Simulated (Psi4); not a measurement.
# CH2GeN (SMILES N#[C][GeH2]) at U-wB97M-V/def2-SVPD

What is the vertical electron affinity of CH2GeN at U-wB97M-V/def2-SVPD? 

Program for the calculation: Psi4 1.11.

1 further run of the same task is left out (set aside as unsound or not needed).

### Step 1. The structure to begin with

CH2GeN: 5 atoms, total charge 0, spin state doublet. As SMILES, `N#[C][GeH2]`. Geometry: relaxed at PBE0-D4/def2-TZVP.

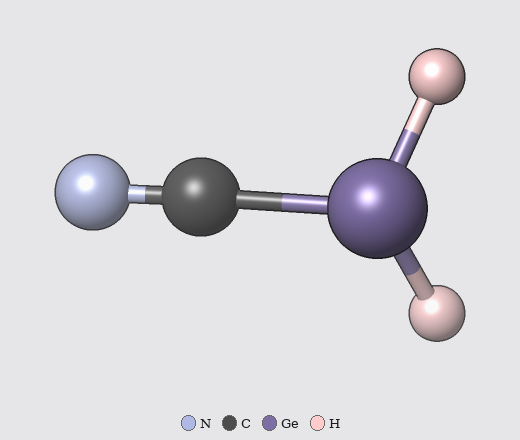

Viewed from a chosen angle; nitrogen light blue, carbon dark grey, germanium purple, hydrogen pink.

### Step 2. A single-point energy at U-wB97M-V/def2-SVPD

The input, job.inp:

```
memory 2200 mb

molecule molecule1 {
  0 2
  N      1.590700    -1.029300     1.293200
  C      0.838400    -0.535900     0.570400
  Ge    -0.315900     0.241400    -0.740100
  H     -1.658900    -0.498000    -0.695900
  H     -0.404300     1.748400    -0.468900
  units angstrom
  symmetry c1
}

set basis def2-SVPD
set reference uks
set puream true
set e_convergence 1e-09
set d_convergence 1e-08
set scf_type pk
set dft_radial_points 99
set dft_spherical_points 590
set maxiter 100

energy('wb97m-v')
```

Run with:

```
$ psi4 job.inp job.out -n 1
```

job.out:

```text
[...]
  Running in c1 symmetry.
[...]
  Nuclear repulsion =  137.584871191227109
[...]
  Multiplicity = 2
[...]
  Nalpha       = 24
  Nbeta        = 23
[...]
    Number of basis functions: 94
[...]
   @UKS iter   1: -2169.23424158784110   -2.75960e+00   2.50865e-02 ADIIS/DIIS
[...]
   @UKS iter  15: -2170.52241454127625   -1.77351e-11   7.44168e-09 DIIS
[...]
   @S^2 Observed:                7.528849540E-01
[...]
    Orbital Energies [Eh]
    ---------------------
    Alpha Occupied:
       1A   -399.354590     2A    -50.101274     3A    -44.521784
       4A    -44.520072     5A    -44.519319     6A    -14.533521
       7A    -10.393720     8A     -6.447101     9A     -4.586535
      10A     -4.583717    11A     -4.580954    12A     -1.380795
      13A     -1.379493    14A     -1.377775    15A     -1.375653
      16A     -1.375449    17A     -1.029008    18A     -0.739145
      19A     -0.554576    20A     -0.497363    21A     -0.477440
      22A     -0.467264    23A     -0.446931    24A     -0.336572
    Alpha Virtual:
      25A      0.035283    26A      0.058762    27A      0.059250
[...]
  @UKS Final Energy: -2170.52241454127625
   => Energetics <=
    Nuclear Repulsion Energy =            137.5848711912271085
    One-Electron Energy =               -3292.9382300744846361
    Two-Electron Energy =                1056.7714411884901438
    DFT Exchange-Correlation Energy =     -72.1353419932471240
    Empirical Dispersion Energy =           0.0000000000000000
    VV10 Nonlocal Energy =                  0.1948451467384494
    Total Energy =                      -2170.5224145412757935
[...]
 Multipole Moments:
 ------------------------------------------------------------------------------------
     Multipole            Electronic (a.u.)      Nuclear  (a.u.)        Total (a.u.)
 ------------------------------------------------------------------------------------
 L = 1.  Multiply by 2.5417464519 to convert [e a0] to [Debye]
 Dipole X            :         -2.4977899            1.5306108           -0.9671791
 Dipole Y            :          1.8560521           -1.2157286            0.6403235
 Dipole Z            :         -4.5546530            3.5658863           -0.9887666
 Magnitude           :                                                    1.5241748
[...]
```

Run time: 3.7 min. Hardware: 1 thread of Intel Xeon at 2.50GHz (Skylake/Cascade Lake), shared host; peak memory 1.3 GiB.

### Step 3. The singlet anion

The input, ch2gen.inp:

```
memory 2200 MB

molecule system {
  -1 1
  N      1.590700    -1.029300     1.293200
  C      0.838400    -0.535900     0.570400
  Ge    -0.315900     0.241400    -0.740100
  H     -1.658900    -0.498000    -0.695900
  H     -0.404300     1.748400    -0.468900
  symmetry c1
}

set {
  basis def2-SVPD
  puream true
  e_convergence 1e-09
  d_convergence 1e-08
  scf_type pk
  dft_radial_points 99
  dft_spherical_points 590
}

E = energy("wb97m-v")
```

Run with:

```
$ psi4 ch2gen.inp ch2gen.out -n 1
```

ch2gen.out:

```text
[...]
  Running in c1 symmetry.
[...]
  Nuclear repulsion =  137.584871191227109
[...]
  Multiplicity = 1
[...]
  Nalpha       = 24
  Nbeta        = 24
[...]
    Number of basis functions: 94
[...]
   @RKS iter   1: -2169.03981703906902   -2.56517e+00   2.60241e-02 ADIIS/DIIS
[...]
   @RKS iter  13: -2170.58899155148174   -6.82121e-11   9.45629e-09 DIIS
[...]
    Orbital Energies [Eh]
    ---------------------
    Doubly Occupied:
       1A   -399.081330     2A    -49.829333     3A    -44.248627
       4A    -44.247938     5A    -44.247531     6A    -14.322942
       7A    -10.195139     8A     -6.174368     9A     -4.313792
      10A     -4.311262    11A     -4.307287    12A     -1.109916
      13A     -1.108008    14A     -1.103271    15A     -1.101840
      16A     -1.100826    17A     -0.827768    18A     -0.493785
      19A     -0.333136    20A     -0.279588    21A     -0.275047
      22A     -0.265014    23A     -0.232420    24A     -0.063754
[...]
  @RKS Final Energy: -2170.58899155148174
   => Energetics <=
    Nuclear Repulsion Energy =            137.5848711912271085
    One-Electron Energy =               -3304.5985169156219854
    Two-Electron Energy =                1068.4671745535495120
    DFT Exchange-Correlation Energy =     -72.2395543148153791
    Empirical Dispersion Energy =           0.0000000000000000
    VV10 Nonlocal Energy =                  0.1970339341786956
    Total Energy =                      -2170.5889915514821951
[...]
 Multipole Moments:
 ------------------------------------------------------------------------------------
     Multipole            Electronic (a.u.)      Nuclear  (a.u.)        Total (a.u.)
 ------------------------------------------------------------------------------------
 L = 1.  Multiply by 2.5417464519 to convert [e a0] to [Debye]
 Dipole X            :         -2.3090499            1.5306108           -0.7784391
 Dipole Y            :          1.6887802           -1.2157286            0.4730516
 Dipole Z            :         -3.9432139            3.5658863           -0.3773276
 Magnitude           :                                                    0.9859622
[...]
```

Wall time 2.8 min (1 thread of Intel Xeon at 2.50GHz (Skylake/Cascade Lake), shared host); peak memory 1.3 GiB.

### Step 4. Outcome

At U-wB97M-V/def2-SVPD:

| quantity | value |
| --- | --- |
| doublet CH2GeN: total energy | -2170.52241 Eh |
| doublet CH2GeN: dipole moment | 3.87 D |
| doublet CH2GeN: HOMO energy (highest over α and β) | -9.16 eV |
| doublet CH2GeN: LUMO energy (lowest over α and β) | -1.94 eV |
| doublet CH2GeN: ⟨S²⟩ | 0.753 |
| singlet anion: total energy | -2170.58899 Eh |
| singlet anion: HOMO energy | -1.73 eV |
| singlet anion: LUMO energy | 5.36 eV |
| singlet anion: HOMO–LUMO gap (to an unbound level, set by the basis) | 7.10 eV |
| vertical electron affinity (to the singlet anion) | 1.812 eV |

**Reading.** At fixed nuclei the extra electron is bound by 1.81 eV (42 kcal/mol).
